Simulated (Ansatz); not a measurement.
## Geometry relaxation of Si3N2H13O2 (part 1 of 2)

System: Si3N2H13O2, multiplicity 2.
Method: UKS PBE0-D4/def2-SVP (Ansatz 0.2.0).

The input holds or restrains some coordinates. Figures and captions count atoms from 1; the log counts them from 0 in places.

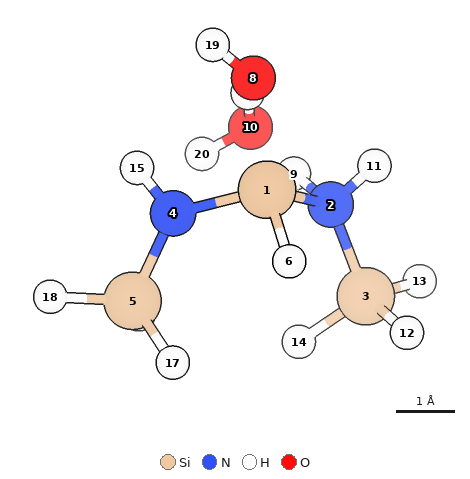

Figure 1. The input geometry (ball-and-stick view, seen at a tilt; atoms are numbered from 1 in the order of the input). Bond lengths as drawn: H–N 1.01 to 1.24 Å, H–O 0.96 to 1.23 Å, H–Si 1.46 to 1.49 Å and N–Si 1.72 to 1.88 Å.

## Summary

| quantity | value |
| --- | --- |
| outcome | converged under the restraints of the input |
| total energy | −30889.0285 eV |
| mean-field energy | −30888.5255 eV |
| dispersion energy | −0.5030 eV |
| ⟨S²⟩ | 0.752 |
| SCF solution under orbital rotations | stable |
| largest force (length of the vector) at the end, held atoms and coordinates included | 0.789 eV/Å |
| dipole moment | 0.55 D |
| hardware | 4 CPU threads, shared host |
| wall time | 28 s (CPU time 36 s) |
| peak memory | 1.1 GiB |

## Input
```yaml
crystal:
  periodic: [false, false, false]
  atoms:
    - {symbol: Si, position_ang: [0.229100, -1.128100, 0.989600]}
    - {symbol: N, position_ang: [1.407700, -0.034500, 0.023600]}
    - {symbol: Si, position_ang: [1.756400, -0.294800, -1.680600]}
    - {symbol: N, position_ang: [-1.380700, -0.545300, 0.627200]}
    - {symbol: Si, position_ang: [-2.299000, -0.593000, -0.827900]}
    - {symbol: H, position_ang: [0.304100, -2.318500, 0.103500]}
    - {symbol: H, position_ang: [0.412100, 1.416000, 1.748300]}
    - {symbol: O, position_ang: [0.438500, 0.414500, 2.436900]}
    - {symbol: H, position_ang: [0.975500, 1.104900, 0.232100]}
    - {symbol: O, position_ang: [0.459700, 2.171200, 0.776600]}
    - {symbol: H, position_ang: [2.259700, 0.007900, 0.571600]}
    - {symbol: H, position_ang: [2.223600, -1.664000, -1.907600]}
    - {symbol: H, position_ang: [2.823200, 0.655800, -2.000500]}
    - {symbol: H, position_ang: [0.523200, -0.020500, -2.408300]}
    - {symbol: H, position_ang: [-1.835400, -0.058200, 1.382000]}
    - {symbol: H, position_ang: [-2.092500, 0.631900, -1.627000]}
    - {symbol: H, position_ang: [-1.886000, -1.757100, -1.607200]}
    - {symbol: H, position_ang: [-3.710500, -0.663200, -0.437800]}
    - {symbol: H, position_ang: [-0.173400, 0.459400, 3.170400]}
    - {symbol: H, position_ang: [-0.435200, 2.215800, 0.435100]}
basis:
  gaussian: {orbitals: def2-SVP}
magnetization: {spin_polarized: true, initial_magnetization: 1}
hamiltonian: {xc: pbe0, dispersion: d4}
relax: {f_tol: 0.04, max_steps: 150, escape_saddle: false, constraints: [{distance: [0, 7]}, {distance: [6, 9]}, {distance: [1, 8]}, {distance: [0, 1]}, {distance: [6, 7]}, {distance: [8, 9]}]}
```

Command:
```bash
ansatz run in.yaml --threads 4 --pin off --events-out ev --progress --plain --max-ram 46080MiB --backend cuda --devices 0, --max-vram 37GiB
```

## What the program printed
```
Functional definition: PBE0
  name "PBE0"
  cite "Adamo & Barone, J. Chem. Phys. 110, 6158 (1999) doi:10.1063/1.478522"
  cite "Perdew, Burke & Ernzerhof, Phys. Rev. Lett. 77, 3865 (1996) doi:10.1103/PhysRevLett.77.3865"
  parent pbe
  parameter a = 0.25
  parameter kappa = 0.804
  parameter beta = 0.06672455060314922
  exchange = (1 - a)*pbe_x(kappa = kappa, mu = beta*pi^2/3) + a*exact_x
  correlation = pbe_c(beta = beta)
1831 factors; integrals over basis functions are off by at most 5.9e-4 eV
mean field evaluation 1: about -30875.4774 eV, gradient 5.9e1 eV
mean field evaluation 2: about -30859.4975 eV, gradient 8.4e1 eV
mean field evaluation 4: about -30888.2203 eV, gradient 3.8e0 eV
mean field evaluation 8: about -30888.2936 eV, gradient 7.2e-2 eV
mean field evaluation 16: about -30888.2936 eV, gradient 4.3e-5 eV
mean field -30888.29364649 eV, -1135.1238546710 hartree, gradient 4.4e-5 eV, S^2 0.752288; 0 other end points of the search recorded, 0 dependent functions left out
the calculation of the forces begins
reference -30888.29368310 eV, -1135.1238560165 hartree; 43, 42 occupied and 132, 133 virtual orbitals, 1831 factors
relax step   1: F+E_penalty+E_count = -30888.81229046 eV  Δ(F+E_penalty+E_count) = +0.000e0 eV  max|allowed force component| = 6.241e-1 eV/Å  Δτ_max = 0.0000 Å  (30 SCF iters, accepted)
  distance Si 0 - O 7 held at 2.125592 Å   reaction = +8.9937e-1 eV/Å
  distance H 6 - O 9 held at 1.231582 Å   reaction = +6.7602e-1 eV/Å
  distance N 1 - H 8 held at 1.236326 Å   reaction = +3.9734e-1 eV/Å
  distance Si 0 - N 1 held at 1.875691 Å   reaction = +1.1688e-1 eV/Å
  distance H 6 - O 7 held at 1.215676 Å   reaction = +5.9951e-1 eV/Å
  distance H 8 - O 9 held at 1.303659 Å   reaction = +7.5035e-1 eV/Å
these checks for a lower state are left out or cut short: starts, cluster_reference, orbital_swaps, neighbouring_geometries, increment
1831 factors; integrals over basis functions are off by at most 6.7e-4 eV
mean field -30888.44985388 eV, -1135.1295951869 hartree, gradient 1.2e-5 eV, S^2 0.752351; 0 other end points of the search recorded, 0 dependent functions left out
[... from here on the field's lines of each further geometry are left out, up to the last ...]
relax step   2: F+E_penalty+E_count = -30888.96355811 eV  Δ(F+E_penalty+E_count) = -1.513e-1 eV  max|allowed force component| = 2.397e-1 eV/Å  Δτ_max = 0.1211 Å  (32 SCF iters, accepted)
relax step   3: F+E_penalty+E_count = -30888.99422315 eV  Δ(F+E_penalty+E_count) = -3.067e-2 eV  max|allowed force component| = 2.923e-1 eV/Å  Δτ_max = 0.1448 Å  (32 SCF iters, accepted)
relax step   4: F+E_penalty+E_count = -30889.01149992 eV  Δ(F+E_penalty+E_count) = -1.728e-2 eV  max|allowed force component| = 2.790e-1 eV/Å  Δτ_max = 0.2000 Å  (33 SCF iters, accepted)
relax step   5: F+E_penalty+E_count = -30889.01954840 eV  Δ(F+E_penalty+E_count) = -8.048e-3 eV  max|allowed force component| = 1.696e-1 eV/Å  Δτ_max = 0.0673 Å  (29 SCF iters, accepted)
relax step   6: F+E_penalty+E_count = -30889.01966898 eV  Δ(F+E_penalty+E_count) = -1.206e-4 eV  max|allowed force component| = 1.315e-1 eV/Å  Δτ_max = 0.0536 Å  (32 SCF iters, accepted)
relax step   7: F+E_penalty+E_count = -30889.02058983 eV  Δ(F+E_penalty+E_count) = -9.209e-4 eV  max|allowed force component| = 1.395e-1 eV/Å  Δτ_max = 0.0638 Å  (29 SCF iters, accepted)
relax step   8: F+E_penalty+E_count = -30889.02269040 eV  Δ(F+E_penalty+E_count) = -2.101e-3 eV  max|allowed force component| = 3.141e-1 eV/Å  Δτ_max = 0.2000 Å  (31 SCF iters, accepted)
the calculation of the forces begins
reference -30888.52553757 eV, -1135.1323765110 hartree; 43, 42 occupied and 132, 133 virtual orbitals, 1831 factors
relax step   9: F+E_penalty+E_count = -30889.02846362 eV  Δ(F+E_penalty+E_count) = -5.773e-3 eV  max|allowed force component| = 2.355e-2 eV/Å  Δτ_max = 0.0869 Å  (32 SCF iters, accepted)
```

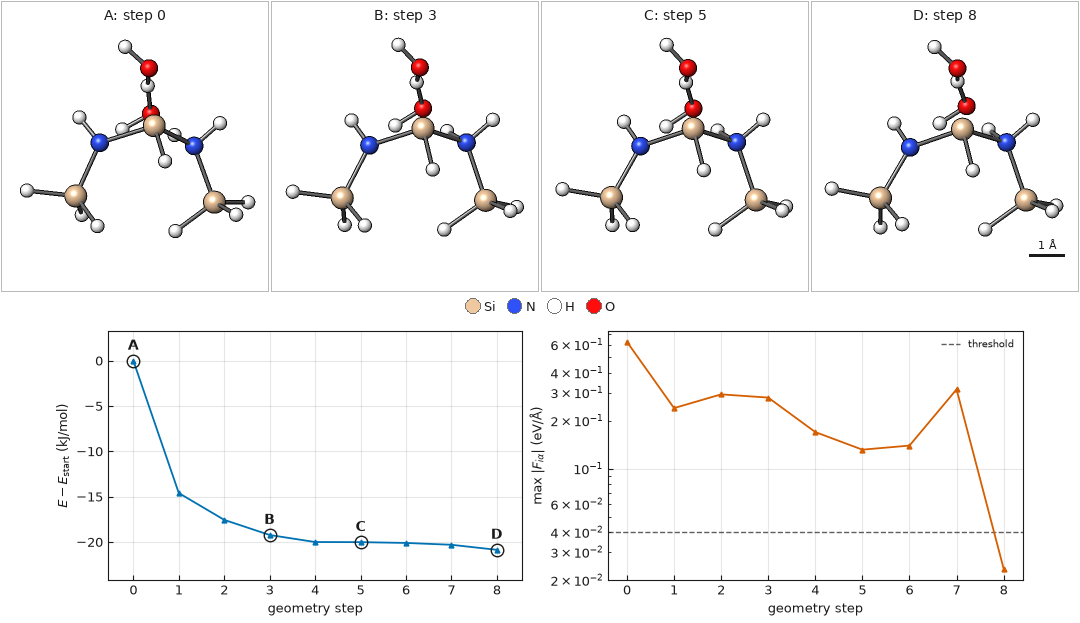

Figure 2. Frames of the restrained relaxation (ball-and-stick view, seen at a tilt) above the curves, on which the letters mark them (the first geometry is step 0 here and step 1 in the log).

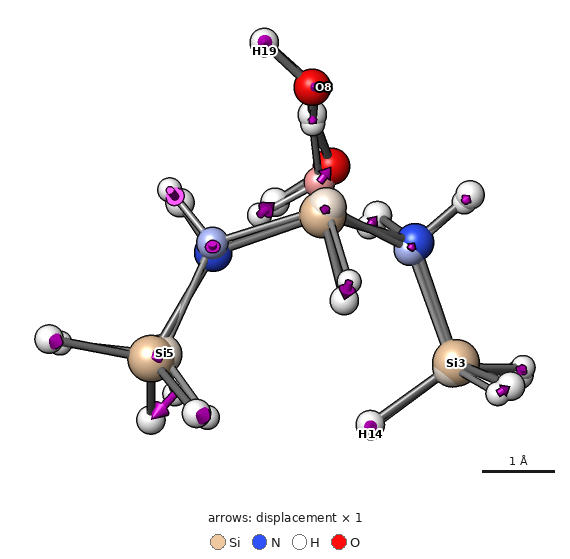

Figure 3. Start (faint) and end (solid) with the displacements as pink arrows, at true length (ball-and-stick view, seen at a tilt). The two geometries are laid on each other by the best rigid fit. Over 8 geometry steps the energy falls by 20.9 kJ/mol. The largest force component goes from 0.62 to 0.024 eV/Å. The largest move after the best rigid fit is that of H16, 0.56 Å. Largest moves by element: H 0.56 Å, O 0.28 Å, N 0.26 Å, Si 0.22 Å. Among the contacts that change: Si1–H6 1.486 → 1.540 Å, Si5–H18 1.466 → 1.497 Å, N2–Si3 1.759 → 1.789 Å, Si3–H12 1.464 → 1.490 Å. Among the angles that change: Si1–N2–Si3 122.5° → 115.7°, H7–O8–H19 112.5° → 118.8°, O8–H7–O10 162.0° → 157.4°. (Atoms are counted from 1 in the order of the input.)

```
  distance Si 0 - O 7 held at 2.125592 Å   reaction = +6.5020e-1 eV/Å
  distance H 6 - O 9 held at 1.231582 Å   reaction = +6.1471e-1 eV/Å
  distance N 1 - H 8 held at 1.236326 Å   reaction = +8.9311e-2 eV/Å
  distance Si 0 - N 1 held at 1.875691 Å   reaction = -1.5493e-1 eV/Å
  distance H 6 - O 7 held at 1.215676 Å   reaction = +2.8452e-1 eV/Å
  distance H 8 - O 9 held at 1.303659 Å   reaction = +4.3057e-1 eV/Å
1831 factors; integrals over basis functions are off by at most 6.1e-4 eV
mean field -30888.52550033 eV, -1135.1323751427 hartree, gradient 9.8e-6 eV, S^2 0.752385; 1 other end points of the search recorded, 0 dependent functions left out
the calculation of the forces begins
reference -30888.52553757 eV, -1135.1323765110 hartree; 43, 42 occupied and 132, 133 virtual orbitals, 1831 factors
Total energy: -30889.02850086 eV, -1135.1508600709 hartree
Atom 0 at     0.169404    -1.068099     0.884587 Å, force    -0.025854     0.342724     0.547661 eV/Å
Atom 1 at     1.495756     0.007831     0.109100 Å, force     0.089609     0.174401    -0.053833 eV/Å
Atom 2 at     1.815837    -0.284798    -1.626101 Å, force    -0.002089    -0.001862     0.007849 eV/Å
Atom 3 at    -1.371219    -0.350744     0.454745 Å, force    -0.023547     0.007989    -0.008395 eV/Å
Atom 4 at    -2.470122    -0.723404    -0.843988 Å, force     0.000230     0.008094     0.002547 eV/Å
Atom 5 at     0.212642    -2.181796    -0.178355 Å, force     0.004420    -0.000505    -0.000875 eV/Å
Atom 6 at     0.423643     1.422226     1.880212 Å, force     0.104559     0.143399    -0.325018 eV/Å
Atom 7 at     0.383221     0.350650     2.452890 Å, force    -0.051608    -0.182118    -0.611097 eV/Å
Atom 8 at     1.119094     1.157358     0.364473 Å, force    -0.119131     0.265828     0.186195 eV/Å
Atom 9 at     0.661843     2.217276     0.970295 Å, force     0.027843    -0.747599     0.251007 eV/Å
Atom 10 at     2.348914    -0.054788     0.672016 Å, force     0.003019    -0.004064     0.000427 eV/Å
Atom 11 at     2.419822    -1.630518    -1.833322 Å, force    -0.001500     0.001853    -0.000146 eV/Å
Atom 12 at     2.762864     0.763497    -2.109357 Å, force     0.001092     0.000494     0.001447 eV/Å
Atom 13 at     0.513323    -0.166402    -2.335477 Å, force    -0.000545     0.002085    -0.003029 eV/Å
Atom 14 at    -1.680441     0.368641     1.101934 Å, force    -0.012132    -0.000836    -0.004318 eV/Å
Atom 15 at    -2.498381     0.347808    -1.895553 Å, force     0.001049    -0.005322     0.004362 eV/Å
Atom 16 at    -2.049132    -1.999590    -1.488470 Å, force     0.002134    -0.000321     0.001915 eV/Å
Atom 17 at    -3.869594    -0.856522    -0.328804 Å, force    -0.003458    -0.001484     0.003027 eV/Å
Atom 18 at    -0.210973     0.248269     3.203655 Å, force    -0.001453    -0.002313    -0.000022 eV/Å
Atom 19 at    -0.176401     2.433304     0.545519 Å, force     0.007363    -0.000445     0.000297 eV/Å
Dipole moment:    -0.002501     0.113805     0.019216 e Å
```

## Trajectory as extended XYZ (Å, eV, eV/Å), 9 frames, from step=1 to step=9
```
20
Properties=species:S:1:pos:R:3:forces:R:3 step=1 energy=-30888.81229
Si    0.2291   -1.1281    0.9896   -0.1634   0.8075   0.9006
N     1.4077   -0.0345    0.0236   -0.3225   0.3081   0.6516
Si    1.7564   -0.2948   -1.6806    0.1462  -0.1467   0.1402
N    -1.3807   -0.5453    0.6272    0.2736  -0.2060   0.1245
Si   -2.2990   -0.5930   -0.8279    0.1134   0.0915   0.3326
H     0.3041   -2.3185    0.1035    0.0505  -0.5654  -0.5605
H     0.4121    1.4160    1.7483   -0.2059   0.1081  -0.1632
O     0.4385    0.4145    2.4369    0.4042   0.0759  -0.8815
H     0.9755    1.1049    0.2321   -0.3106   0.3596   0.1250
O     0.4597    2.1712    0.7766    0.6211  -0.7868   0.3217
H     2.2597    0.0079    0.5716    0.4819   0.0115   0.1926
H     2.2236   -1.6640   -1.9076    0.1434  -0.4635  -0.1597
H     2.8232    0.6558   -2.0005    0.3553   0.3473  -0.3056
H     0.5232   -0.0205   -2.4083   -0.4661   0.1022  -0.3655
H    -1.8354   -0.0582    1.3820   -0.0669   0.2742   0.2985
H    -2.0925    0.6319   -1.6270   -0.0345   0.3304  -0.3870
H    -1.8860   -1.7571   -1.6072    0.1097  -0.4551  -0.4330
H    -3.7105   -0.6632   -0.4378   -0.6241  -0.0351  -0.0466
H    -0.1734    0.4594    3.1704   -0.2241  -0.1384   0.3132
H    -0.4352    2.2158    0.4351   -0.2810  -0.0196  -0.0977
```
